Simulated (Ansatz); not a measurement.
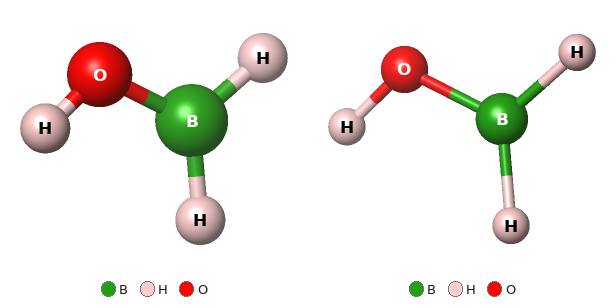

The same structure drawn twice, from different directions.

The geometry was computed by an optimisation with PBE0-D4/def2-TZVP.

Describe the molecule.

Formula BH₃O. This geometry has Cs symmetry. All atoms lie on one plane. Coordination: 1 B trigonal planar; 1 O bent.

More results for the same structure follow; atom numbers are the same in all pictures, views and colours differ.

## Vibrations

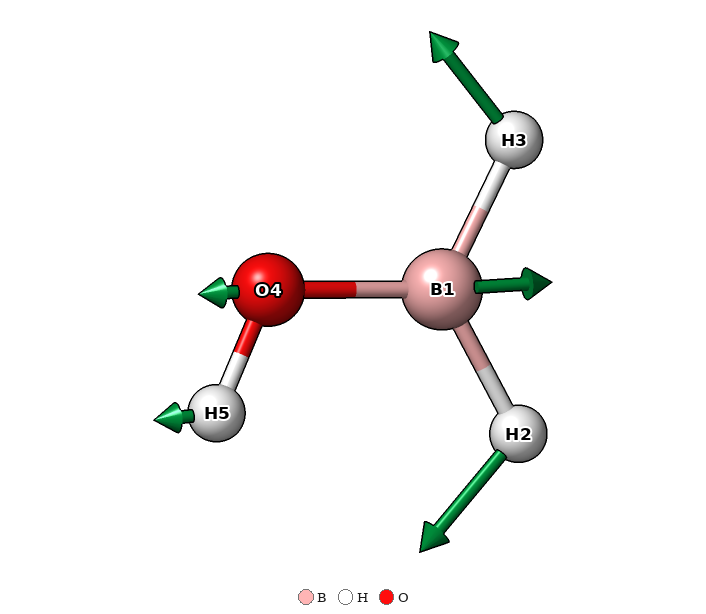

The arrows show one normal mode. Harmonic vibrations computed with RKS PBE0-D4/def2-TZVP (Ansatz 0.2.0) at a stationary point of the same level.

> At what wavenumber does it lie?

1386 cm⁻¹; it is mode 6 of 9 counted from the lowest.

## Thermal motion

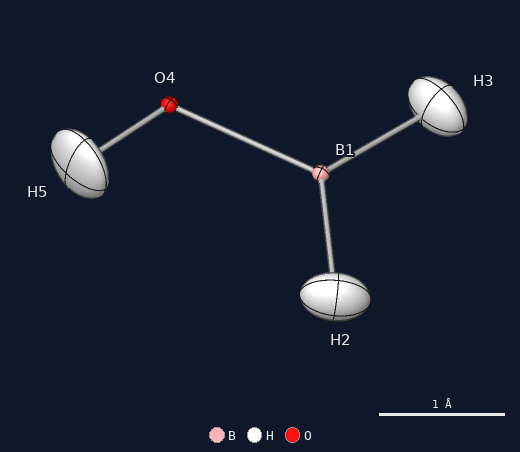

Displacement ellipsoids at the 50 % level, enlarged 1.5 times, from the internal vibrations of the free molecule (harmonic, no overall translation or rotation; no half-axis is drawn under 0.075 Å). Vibrations computed with RKS PBE0-D4/def2-TZVP (Ansatz 0.2.0). Temperature: 600 K.

List U_eq and the three principal root-mean-square amplitudes for each kind of atom.

```json
{"atom": "B1", "U_eq (Å²)": "0.00055", "rms amplitudes (Å)": "0.021, 0.022, 0.028"}
{"atom": "H2", "U_eq (Å²)": "0.0103", "rms amplitudes (Å)": "0.079, 0.097, 0.124"}
{"atom": "H3", "U_eq (Å²)": "0.0108", "rms amplitudes (Å)": "0.078, 0.105, 0.124"}
{"atom": "O4", "U_eq (Å²)": "0.00023", "rms amplitudes (Å)": "0.011, 0.012, 0.021"}
{"atom": "H5", "U_eq (Å²)": "0.0139", "rms amplitudes (Å)": "0.065, 0.133, 0.141"}
```

## Electronic properties

Method: RKS PBE0-D4/def2-TZVPP (Ansatz 0.2.0).

> Estimate the HOMO–LUMO gap.

8.44 eV.

> What is the HOMO energy (Kohn–Sham orbital)?

−8.86 eV.
